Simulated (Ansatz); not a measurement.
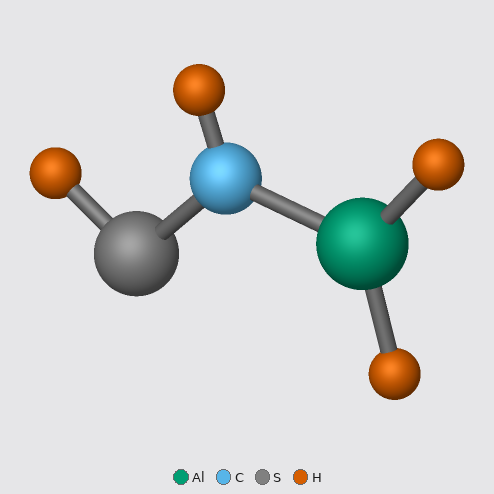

Ball-and-stick drawing of a structure. Every bond is drawn as one stick, whatever its order.

Charge 0, doublet.

Question: What is the molecular formula?

Answer: CH4AlS, 7 atoms: 1 carbon, 4 hydrogen, 1 aluminium and 1 sulfur.

Question: What is the point group of this geometry?

Answer: Cs.

Question: Write the SMILES.

Answer: [AlH2][CH]S

Question: Name functional groups in it.

Answer: Among them: thiol.

Question: Count the bonded pairs by element.

Answer: 2 Al–H, 1 C–Al, 1 C–S, 1 C–H, 1 S–H.

The parts below concern this one geometry. Atoms keep their numbers from picture to picture. The geometry was computed by an optimisation with PBE0-D4/def2-TZVP. No frequency run is at hand to confirm it as a minimum.

Geometry

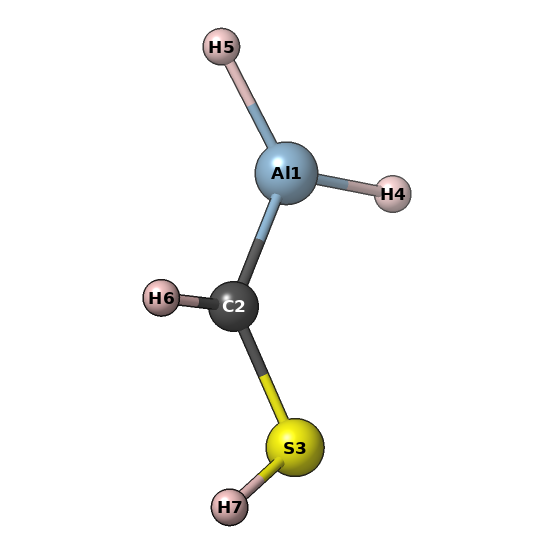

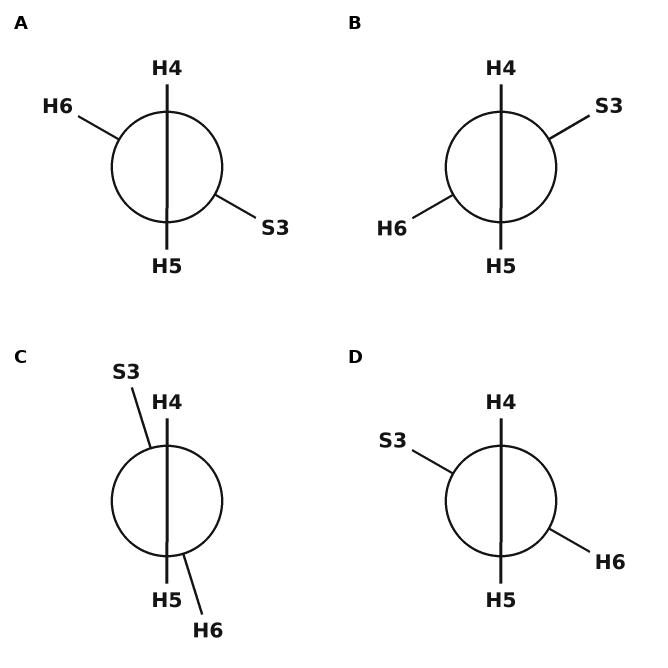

Distant atoms are faded towards the background colour. Bonds that would overlap in a projection are set slightly apart. No frequency run is at hand to confirm it as a minimum.

Question: Which Newman projection shows the view along Al1–C2, with Al1 in front?

Answer: C. The torsion angle H4–Al1–C2–S3 is 0°, synperiplanar (eclipsed).

Charges

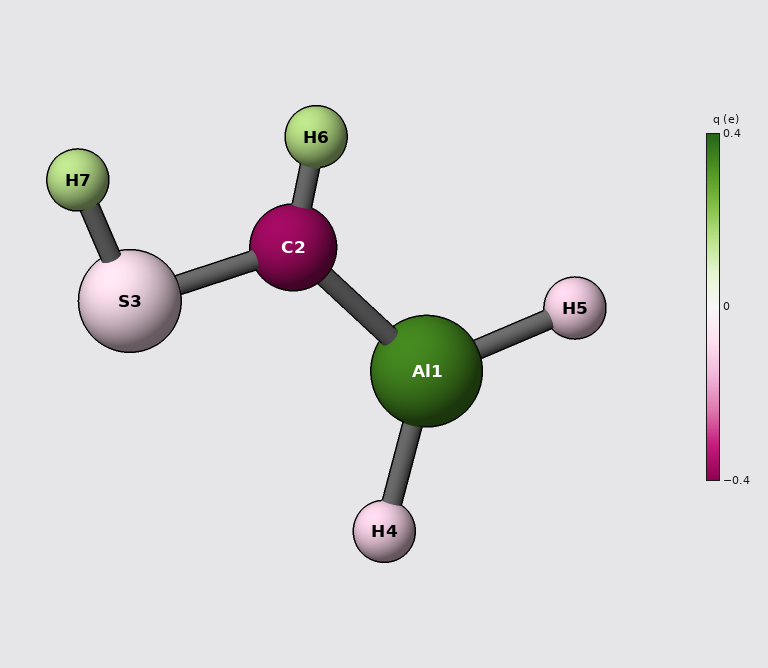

Atoms are coloured by their Mulliken charges. No frequency run is at hand to confirm it as a minimum. Level of theory: UKS PBE0-D4/def2-TZVP (Ansatz 0.2.0).

Question: Which atom carries the highest charge (most positive or least negative)?

Answer: Al1 (0.34 e).

Question: And the lowest?

Answer: C2 (−0.37 e).

List the Mulliken charges.

```
atom  value (e)
 Al1       0.34
  C2      −0.37
  S3      −0.08
  H4      −0.10
  H5      −0.10
  H6       0.16
  H7       0.15
```

Dipole moment

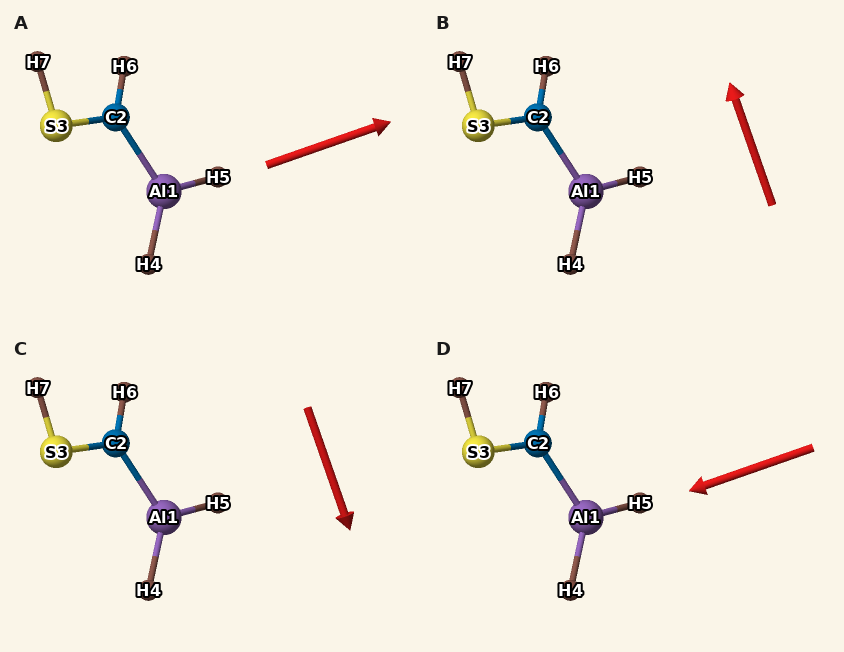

The same molecule four times, each with an arrow. No frequency run is at hand to confirm it as a minimum. Method: UKS PBE0-D4/def2-TZVP (Ansatz 0.2.0).

Question: Which arrow points along the dipole moment, from the negative to the positive end?

Answer: B. The dipole moment is 1.82 D; it points from the side of H4 to the side of H7 (the outermost atoms at the two ends).

Electronic properties

No frequency run is at hand to confirm it as a minimum. Properties computed with UKS PBE0-D4/def2-TZVPP (Ansatz 0.2.0).

Computed properties:

- HOMO energy (Kohn–Sham orbital): −5.70 eV
- ⟨S²⟩ of the determinant: 0.756
- dispersion correction: −10.5 kJ/mol

Mulliken values depend strongly on the basis set and can even reverse the polarity of a bond.
